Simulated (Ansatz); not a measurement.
**CH2AlBr2F: density, localisation and related maps**

```
atom    x (Å)    y (Å)    z (Å)
   C  -0.7145   0.4898   1.0190
  Al   0.6609  -0.5571   1.9207
  Br  -1.9765  -1.1111   1.3574
  Br   2.0859  -1.8895   0.7745
   F   0.8757  -0.3819   3.5741
   H  -0.7015   0.6195  -0.0764
   H  -1.1932   1.3471   1.5228
```

Geometry: BLYP-D3(BJ)/def2-SVP.

The calculation used Ansatz, isolated molecule in a Gaussian basis; Kohn-Sham density functional theory, functional PBE0.

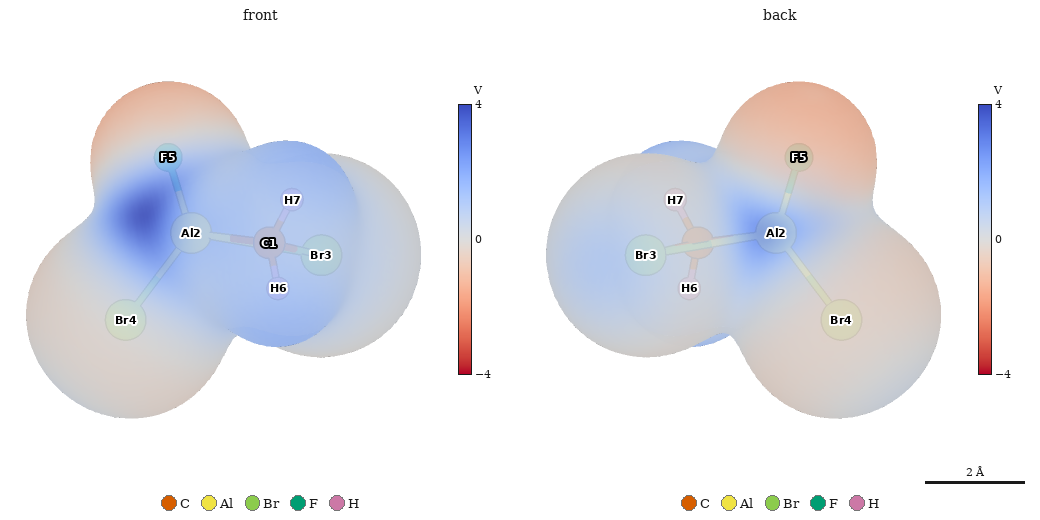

Figure 1. The molecular electrostatic potential painted on the density surface at 0.002 e/bohr³, seen from the front and from behind; the colour scale runs from red (negative) to blue (positive).

Describe the electrostatic potential map.

Answer. The most negative region (about −1.2 V, or −28 kcal/mol for a unit charge) lies over F5, the most positive (about +3.6 V, or +83 kcal/mol for a unit charge) over Al2. Br4 shows a σ-hole: about +0.2 V at the tip opposite its bond, against about −0.3 V on its flanks.

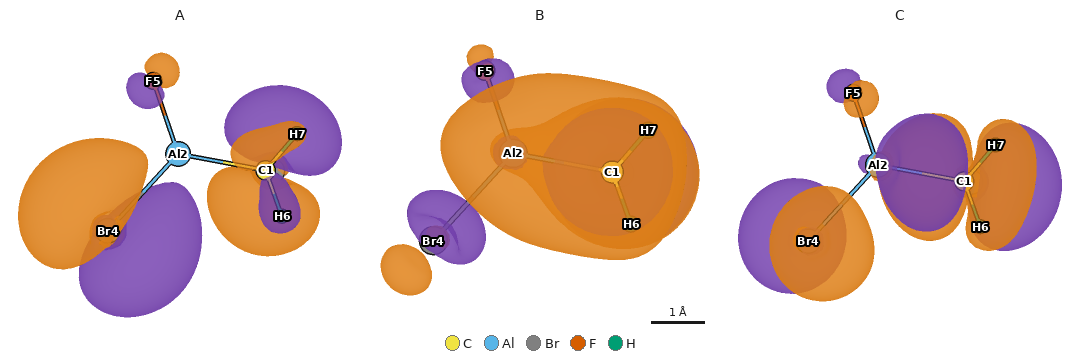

Figure 2. Three frontier orbitals at ±0.06 Å⁻³ᐟ² (orange and purple are the two phases), in no order.

Which picture is the HOMO−1, the HOMO and the LUMO?

Answer. A is the HOMO−1 (−8.74 eV). Its weight (Hirshfeld) is mainly on Br4 (about 65 %) and Br3 (about 30 %). C is the HOMO (−8.40 eV). It lies mainly on Br3 (about 45 %), Br4 (about 25 %), C1 (about 20 %) and Al2 (about 10 %). B is the LUMO (−1.84 eV). It lies mainly on Br3 (about 35 %), C1 (about 30 %) and Al2 (about 20 %).

What is the HOMO–LUMO gap?

Answer. 6.56 eV between the orbital energies.

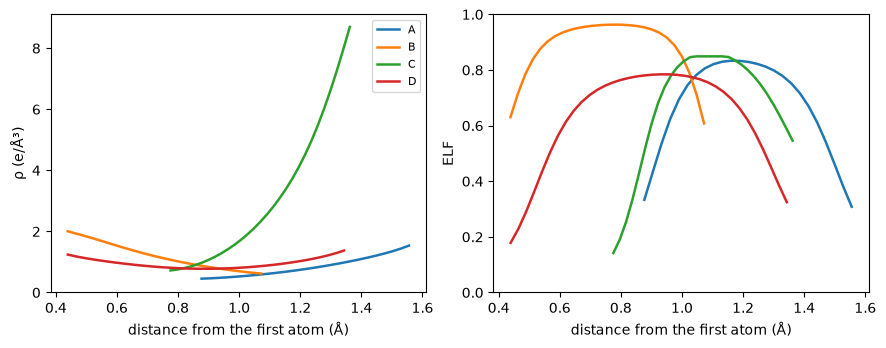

Figure 3. Total electron density and electron localisation function along straight lines between neighbouring atoms. The curves leave out the atomic cores.

Which curve belongs to which contact (Al–Br, Al–F, C–Al and C–Br)? The first atom named is at distance zero.

Answer. Curve A: Al–Br (2.26 Å): ρ is about 0.66 e/Å³ halfway; the ELF peaks at about 0.85 in the valence shell of Br, 1.1 Å from its nucleus, and is about 0.85 at the midpoint. Curve B: C–Al (1.95 Å): the density is about 0.73 e/Å³ at the midpoint; the ELF peaks at about 0.95 between the atoms (a polar covalent bond). Curve C: Al–F (1.68 Å): ρ at the midpoint is about 0.84 e/Å³; the ELF peaks at about 0.85 in the valence shell of F, 0.6 Å from its nucleus, and is about 0.35 at the midpoint. Curve D: C–Br (2.07 Å): ρ is about 0.83 e/Å³ halfway; the ELF peaks at about 0.80 between the atoms; a covalent bond.

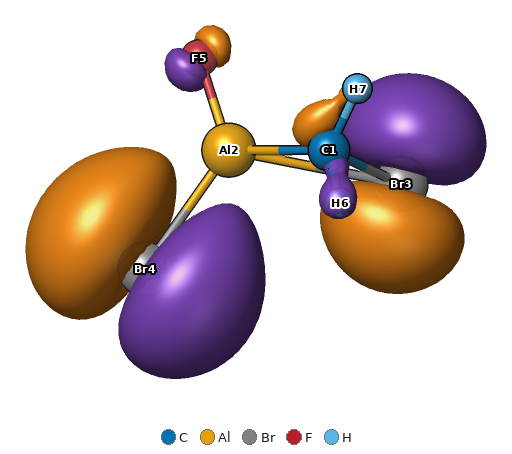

Figure 4. The HOMO−1 at ±0.08 Å⁻³ᐟ² (orange and purple are the two phases), seen at a tilt.

Describe this orbital and give its energy.

Answer. It lies mainly on Br4 (about 65 %) and Br3 (about 30 %). Its energy is −8.74 eV.
